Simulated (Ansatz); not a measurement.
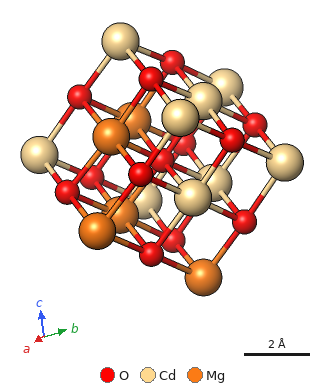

Starting structure of crystalline O$_{64}$Cd$_{40}$Mg$_{24}$ (a generated structure, set up in P1). Style: ball-and-stick. Shown: the atoms within 4.2 Å of the atom that moves most (axes of the cell of the calculation), slightly off an axis.

The calculation used Ansatz 0.2.0, DFT, PBEsol, PAW, plane waves.

(plane-wave cutoff 420 eV; k-point mesh 1 × 1 × 1; mesh shifted by (0.5, 0.5, 0.5); no spin polarisation; cell relaxed at fixed shape; force threshold 0.03 eV/Å; at most 80 steps)

```
O Cd Mg
1.0
     0.00000    9.01926    9.01926
     9.01926    0.00000    9.01926
     9.01926    9.01926    0.00000
O Cd Mg
64 40 24
Cartesian
  2.2192 4.5387 4.5273
  2.2123 9.0056 9.0237
  6.7749 4.5164 4.5147
  6.7511 4.4973 8.9912
  6.7795 8.9958 4.5247
  6.7671 9.0345 9.0297
  6.8106 9.0156 13.5199
  6.7708 13.5428 9.0424
  11.2530 4.5457 8.9569
  11.2741 9.0543 4.5028
  11.2969 9.0355 9.0174
  11.2679 9.0050 13.5208
  11.2465 13.5127 8.9778
  11.2427 13.5114 13.4996
  15.7438 9.0388 8.9955
  15.8234 13.5063 13.5697
  4.4772 2.2832 4.5208
  4.5070 6.7764 4.5304
  4.5277 6.7761 8.9810
  4.4768 11.2669 9.0386
  9.0329 2.2702 9.0322
  9.0409 6.7806 4.5001
  9.0575 6.7888 9.0547
  9.0341 6.7674 13.4932
  9.0144 11.2598 4.4948
  8.9827 11.2814 9.0304
  8.9992 11.2799 13.5581
  9.0126 15.7550 9.0503
  13.5284 6.7631 9.0195
  13.5382 11.2810 8.9947
  13.4993 11.2889 13.5284
  13.4990 15.7633 13.4691
  4.5323 4.5010 2.2844
  4.5140 4.4830 6.7532
  4.4971 9.0433 6.7524
  4.4900 9.0050 11.3279
  9.0171 4.4823 6.7377
  9.0117 4.4813 11.2712
  8.9968 9.0256 2.2451
  9.0318 9.0164 6.7655
  9.0175 9.0231 11.2612
  9.0198 9.0539 15.7897
  9.0122 13.5352 6.7461
  9.0135 13.5471 11.2846
  13.5360 9.0234 6.7385
  13.5078 9.0432 11.2720
  13.5392 13.5284 11.2569
  13.5291 13.5476 15.7465
  2.2636 2.2460 2.2551
  2.2669 6.7361 6.7738
  6.7521 2.2681 6.7664
  6.7641 6.7876 2.2665
  6.7774 6.7197 6.7624
  6.7462 6.7414 11.2446
  6.7729 11.3029 6.7187
  6.7523 11.2679 11.2492
  11.2663 6.7389 6.7727
  11.2672 6.7237 11.2555
  11.2758 11.2782 6.7808
  11.2871 11.2622 11.2745
  11.2919 11.2894 15.7877
  11.2819 15.7748 11.2805
  15.7978 11.2949 11.2895
  15.7565 15.7892 15.7774
  9.0192 18.0281 9.0179
  4.4878 0.0395 4.4948
  13.5003 13.5278 9.0178
  13.5176 9.0566 13.5386
  4.4778 9.0391 9.0292
  9.0320 8.9705 4.5246
  9.0242 13.5344 9.0436
  13.5125 9.0265 9.0260
  2.2882 6.7516 9.0144
  15.7632 11.2817 9.0405
  6.7457 6.7249 4.4989
  15.7917 15.7782 13.5441
  6.7919 11.2717 4.5253
  6.7910 11.2646 8.9994
  11.2990 15.7685 13.5421
  11.2884 11.2642 13.5223
  11.2816 9.0431 15.7819
  6.7351 13.4977 11.2458
  6.7763 4.5225 11.2906
  15.7722 9.0082 11.2585
  6.7326 9.0395 6.7681
  6.7894 9.0364 11.2832
  15.7595 13.5617 15.8076
  11.2732 4.5293 6.7777
  11.3013 9.0468 6.7734
  11.2933 13.5425 11.2489
  18.0181 11.3088 11.3090
  9.0369 6.7708 15.7603
  4.5278 11.2504 11.3039
  4.5060 2.2730 6.7350
  13.4881 6.7517 11.2385
  4.5219 6.7857 6.7350
  13.5518 15.7668 11.3071
  9.0302 11.2365 15.7828
  9.0432 15.7572 11.2746
  9.0315 6.7712 11.2831
  9.0566 11.3188 6.7557
  9.0158 11.2587 11.3045
  13.5493 15.7898 15.7856
  13.5147 11.2897 11.2802
  9.0321 13.5242 4.5446
  4.5112 13.4945 9.0398
  4.5444 4.5085 4.5269
  9.0432 13.5280 13.5390
  9.0258 4.5419 9.0712
  9.0199 9.0293 9.0462
  9.0135 9.0185 13.5325
  13.5203 13.5360 13.5398
  11.2779 11.3070 17.9953
  11.2899 11.2547 4.5173
  2.2728 6.7564 4.5119
  6.7612 2.2978 4.5427
  15.7898 6.7907 9.0111
  6.7902 6.7186 8.9884
  11.2930 6.7540 9.0215
  11.2544 11.2842 8.9989
  11.2747 18.0141 11.2669
  11.2565 4.5539 11.2553
  11.2610 13.5668 6.7900
  6.7743 9.0223 15.7632
  6.7663 4.5048 6.7917
  11.3044 9.0039 11.2829
  13.5291 11.2811 15.7904
  9.0067 6.7484 6.7530
```

Question: What does the optimiser find from here?

Answer: The largest moves relative to the cell, 0.23 Å, are those of O20 and O21. O20 goes along [1 −3 2]. By element the largest moves are O 0.23 Å, Mg 0.11 Å, Cd 0.11 Å. The drawn cell changes as follows: a = b = c 12.755 → 12.838 Å (+0.6 %); the volume changes by +2.0 %. Among the contacts that change: O6–Cd78 2.231 → 2.399 Å, O33–Mg122 2.296 → 2.131 Å, O20–Cd69 2.228 → 2.392 Å, O9–Cd88 2.179 → 2.342 Å. Among the angles between lasting bonds that change: Cd69–O20–Cd78 89.9° → 82.4°, Cd78–O20–Mg113 177.2° → 170.0°, Mg106–O20–Mg127 89.7° → 96.3°. The space group stays P1 (No. 1). After 7 geometry steps the energy has fallen by 63.7 meV per atom. Largest force component: 2.1 eV/Å at the start, 0.0071 eV/Å at the end. Pressure: 6.37 GPa at the start and 0.01 GPa at the end.

Step by step:

| step | E − E(0), meV/atom | largest force component, eV/Å | pressure, GPa |
| --- | --- | --- | --- |
| 0 | 0.00 | 2.0719 | 6.37 |
| 1 | -53.14 | 0.5580 | -2.11 |
| 2 | -62.28 | 0.2399 | -0.27 |
| 3 | -62.88 | 0.0299 | 0.06 |
| 4 | -62.87 | 0.0147 | 0.00 |
| 5 | -63.75 | 0.0145 | 0.11 |
| 6 | -63.73 | 0.0071 | 0.01 |
| 7 | -63.73 | 0.0071 | 0.01 |

The end point in the same view:

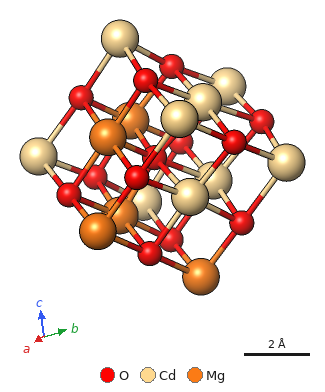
